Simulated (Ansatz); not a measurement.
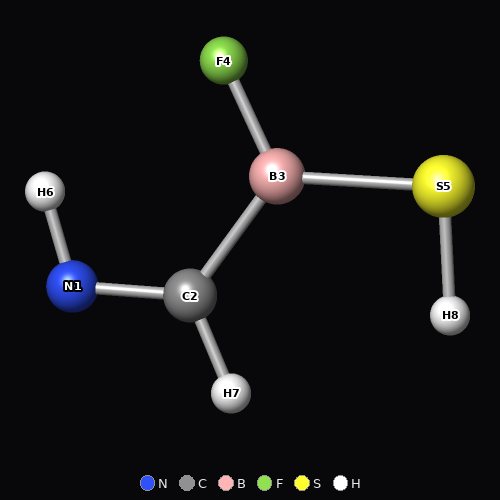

The system is CH₃BFNS, SMILES N=CB(F)S; the picture shows the reference structure. First axis: bond length C2–H7. Second axis: angle B3–C2–H7. Nothing is relaxed (all other coordinates rigid). Grid: 15 × 15 points. Points are written as (first, second). Energies: eV, counted from the relaxed molecule at the same level. The reference is spin-restricted, which grows unreliable where a bond is stretched far. Computed with RKS PBE0-D4/def2-SVP in Ansatz 0.2.0.

Its coordinates:

| atom | x (Å) | y (Å) | z (Å) |
| --- | --- | --- | --- |
| N | -0.6473 | 0.7764 | 1.6028 |
| C | 0.1361 | 0.4939 | 0.6377 |
| B | -0.2466 | -0.4861 | -0.5387 |
| F | -1.4567 | -1.0353 | -0.5189 |
| S | 0.8429 | -0.9110 | -1.9007 |
| H | -1.5380 | 0.2738 | 1.4854 |
| H | 1.1317 | 0.9753 | 0.6527 |
| H | 1.8699 | -0.1442 | -1.4760 |

Range: bond length C2–H7 from 0.907 to 1.659 Å; angle B3–C2–H7 from 74.9 to 164.9°.

**Predict the map.**

The lowest grid point is at (1.122 Å, 119.9°), 0.0040 eV from the relaxed molecule at the same level. It is the only kind of minimum in the scanned range. The highest grid point, (1.659 Å, 164.9°), lies 8.32 eV above the lowest. Round the minimum the two coordinates are weakly coupled (coupling 0.06 in units of the two stiffnesses).

| angle B3–C2–H7 ↓, bond length C2–H7 → | 0.907 | 0.961 | 1.014 | 1.068 | 1.122 | 1.175 | 1.229 | 1.283 | 1.337 | 1.390 | 1.444 | 1.498 | 1.552 | 1.605 | 1.659 |
| --- | --- | --- | --- | --- | --- | --- | --- | --- | --- | --- | --- | --- | --- | --- | --- |
| 164.9 | 7.45 | 6.95 | 6.66 | 6.52 | 6.50 | 6.57 | 6.69 | 6.85 | 7.05 | 7.25 | 7.46 | 7.68 | 7.90 | 8.11 | 8.32 |
| 158.5 | 4.63 | 4.13 | 3.85 | 3.72 | 3.71 | 3.79 | 3.93 | 4.11 | 4.31 | 4.53 | 4.77 | 5.01 | 5.25 | 5.48 | 5.71 |
| 152.1 | 2.98 | 2.48 | 2.20 | 2.07 | 2.07 | 2.15 | 2.29 | 2.48 | 2.69 | 2.92 | 3.17 | 3.42 | 3.67 | 3.91 | 4.16 |
| 145.6 | 2.00 | 1.50 | 1.22 | 1.09 | 1.09 | 1.17 | 1.31 | 1.50 | 1.72 | 1.95 | 2.20 | 2.45 | 2.71 | 2.96 | 3.21 |
| 139.2 | 1.45 | 0.95 | 0.67 | 0.54 | 0.53 | 0.61 | 0.75 | 0.94 | 1.15 | 1.38 | 1.63 | 1.88 | 2.14 | 2.39 | 2.64 |
| 132.8 | 1.14 | 0.64 | 0.36 | 0.23 | 0.21 | 0.29 | 0.43 | 0.61 | 0.82 | 1.05 | 1.29 | 1.54 | 1.80 | 2.05 | 2.29 |
| 126.3 | 1.00 | 0.49 | 0.20 | 0.07 | 0.05 | 0.12 | 0.25 | 0.43 | 0.64 | 0.86 | 1.10 | 1.35 | 1.59 | 1.84 | 2.08 |
| 119.9 | 0.97 | 0.46 | 0.16 | 0.03 | 0.00 | 0.07 | 0.19 | 0.37 | 0.57 | 0.78 | 1.01 | 1.25 | 1.50 | 1.73 | 1.97 |
| 113.5 | 1.03 | 0.51 | 0.22 | 0.07 | 0.04 | 0.10 | 0.22 | 0.38 | 0.58 | 0.79 | 1.01 | 1.24 | 1.47 | 1.70 | 1.93 |
| 107.1 | 1.17 | 0.65 | 0.35 | 0.20 | 0.16 | 0.21 | 0.32 | 0.48 | 0.66 | 0.86 | 1.08 | 1.30 | 1.52 | 1.74 | 1.96 |
| 100.6 | 1.39 | 0.87 | 0.56 | 0.40 | 0.36 | 0.40 | 0.50 | 0.65 | 0.82 | 1.01 | 1.21 | 1.42 | 1.64 | 1.85 | 2.06 |
| 94.2 | 1.69 | 1.16 | 0.84 | 0.68 | 0.63 | 0.66 | 0.75 | 0.89 | 1.05 | 1.23 | 1.42 | 1.62 | 1.82 | 2.02 | 2.22 |
| 87.8 | 2.05 | 1.52 | 1.20 | 1.03 | 0.97 | 0.99 | 1.07 | 1.20 | 1.35 | 1.52 | 1.70 | 1.89 | 2.08 | 2.27 | 2.46 |
| 81.3 | 2.50 | 1.96 | 1.63 | 1.45 | 1.39 | 1.40 | 1.48 | 1.60 | 1.74 | 1.90 | 2.08 | 2.26 | 2.45 | 2.63 | 2.81 |
| 74.9 | 3.00 | 2.46 | 2.13 | 1.94 | 1.87 | 1.88 | 1.95 | 2.06 | 2.21 | 2.36 | 2.53 | 2.72 | 2.90 | 3.09 | 3.28 |

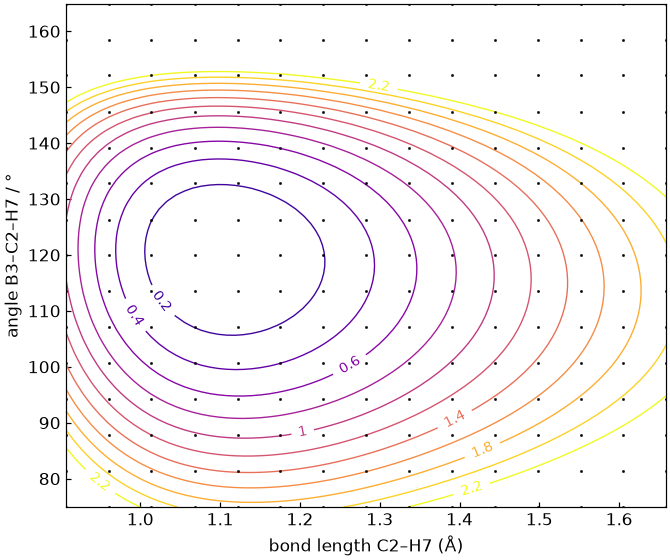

In the figure: contour lines labelled in eV (none above 2.2), dots at the grid points. Between grid points the surface is interpolated.

Each point was launched as `ansatz run input.yaml --threads 1 --pin off --max-ram 2560MiB --backend cpu --events-out ev --progress --plain --runs-dir out`. The whole map (225 points run) took 23 min on 1 thread of Arm Neoverse N1, on a shared host.
